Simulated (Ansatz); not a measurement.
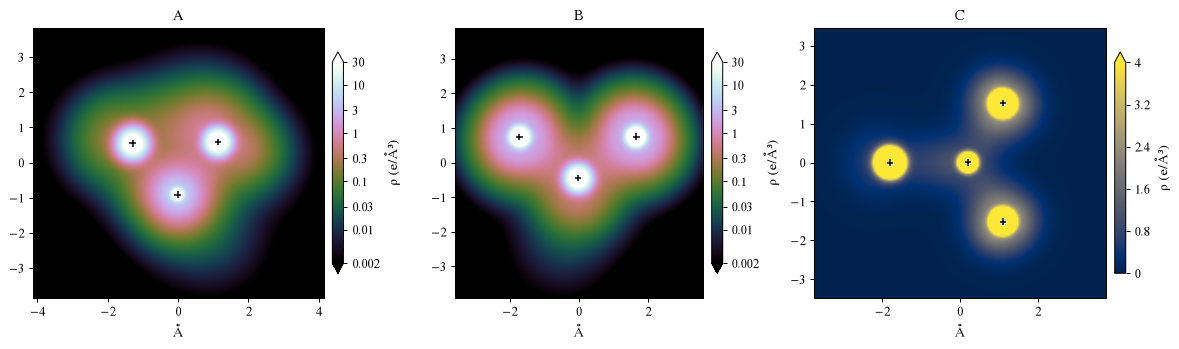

The total electron density of 3 systems, each on a plane through atoms (crosses mark nuclei in the plane).

Method: isolated molecule in a Gaussian basis; Kohn-Sham density functional theory, functional PBE0 in Ansatz.

System 1: AlH5InNSi, the plane of atoms Al1, Si4 and N3. Geometry: r2SCAN-D4/def2-SVP; core potentials replace the inner electrons of In.

```csv
atom,x (Å),y (Å),z (Å)
Al,1.1399,-0.2576,-0.9501
In,-2.5824,-0.5977,-0.5104
N,-0.5717,0.4039,-0.3341
Si,0.0142,-0.5653,1.1834
H,-0.6541,1.4189,-0.2161
H,2.2870,0.8399,-1.0453
H,-0.2871,0.2884,2.3854
H,-1.1479,-1.5895,1.2185
H,1.0057,-1.4976,-1.9432
```

System 2: Cl3FSi2 (SMILES F[Si](Cl)(Cl)[Si]Cl), the plane of atoms Cl1, Si6 and Cl2. Geometry: B3LYP/6-31G*.

```xyz
6

Cl   -0.4411   -0.9509   -1.4421
Cl    2.0226    1.0812   -0.3451
Cl    0.0783   -1.8387    2.2810
F    -0.8323    1.8665   -0.6160
Si   -0.3116    0.2256    2.2604
Si    0.0137    0.5812   -0.1296
```

System 3: BCl2HSi, the plane of atoms Cl2, B1 and Si4. Geometry: B3LYP-D3(BJ)/6-311G**.

```csv
atom,x (Å),y (Å),z (Å)
B,-0.3965,1.7069,-0.0452
Cl,-0.4244,-0.0602,-0.1148
Cl,0.9355,2.5696,-0.8256
Si,-1.9077,2.7209,0.8189
H,-1.1336,2.6761,2.1345
```

> Which map belongs to which system?

Panel A is system 1, AlH5InNSi: the plane holds Al, N and Si. Si–N (1.89 Å): ρ is about 0.8 e/Å³ halfway. Panel B is system 2, Cl3FSi2: the plane holds Cl and Si. Si–Cl (2.07 Å): the density is about 0.85 e/Å³ at the midpoint. Panel C is system 3, BCl2HSi: the plane holds B, Cl and Si. B–Cl (1.77 Å): the density is about 1.3 e/Å³ at the midpoint.
